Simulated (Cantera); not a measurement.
Input: 1 mol Si3N4, 5.9 mol H2, held at 0.158 Torr.

Equilibrium computed with Cantera from the NASA thermochemical tables; the gas is ideal and each condensed phase is pure. Candidate condensed phases: Si, Si3N4; 18 gas species. Mutual solubility and eutectic melting of coexisting phases are not modelled. The tables' values for SiN are old estimates; treat these amounts as uncertain. Gases not in the tables: Si2H6 and higher silanes. Kinetics and transport are ignored.

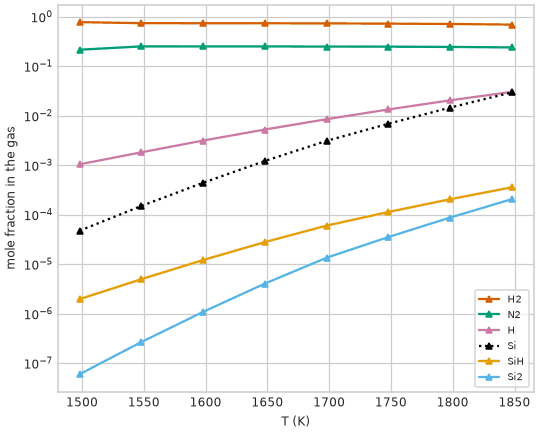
Figure. Equilibrium gas composition (values under 1e-9 drawn at 1e-9)

Q: Read off the mole fractions at 1748 K.

A: H2 about 0.73, N2 about 0.25, H about 0.013, Si about 0.0069, SiH about 0.00011, Si2 about 3.6e-5.
